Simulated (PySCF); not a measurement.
Vertical excitations of a molecule H₇NO₂Si₂ from TDDFT-ωB97X/def2-SVPD in PySCF, as energy in eV (oscillator strength): 7.39 (0.066), 7.87 (0.005), 8.10 (0.003), 8.47 (0.028), 8.50 (0.016), 8.92 (0.028), 8.95 (0.051), 9.06 (0.077), 9.15 (0.078), 9.19 (0.013). Lowest triplet (TDA): 7.15 eV. Coordinates come from a PBE0-D3(BJ)/def2-SVP optimisation. The values are those of a single conformer.

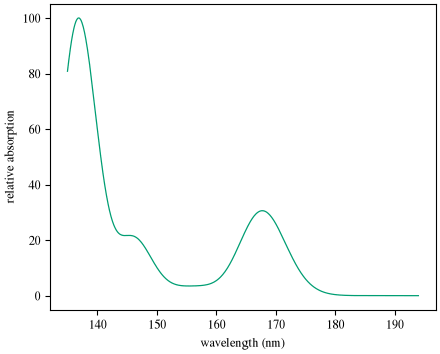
Fig. 1. The lines broadened by 0.4 eV.

Which structure fits?
(A) N[Si@H](O)O[SiH3]
(B) N[Si](O)(O)[SiH3]
(C) N[SiH2]O[SiH2]O
(D) N[SiH2][SiH](O)O

A, N[Si@H](O)O[SiH3]
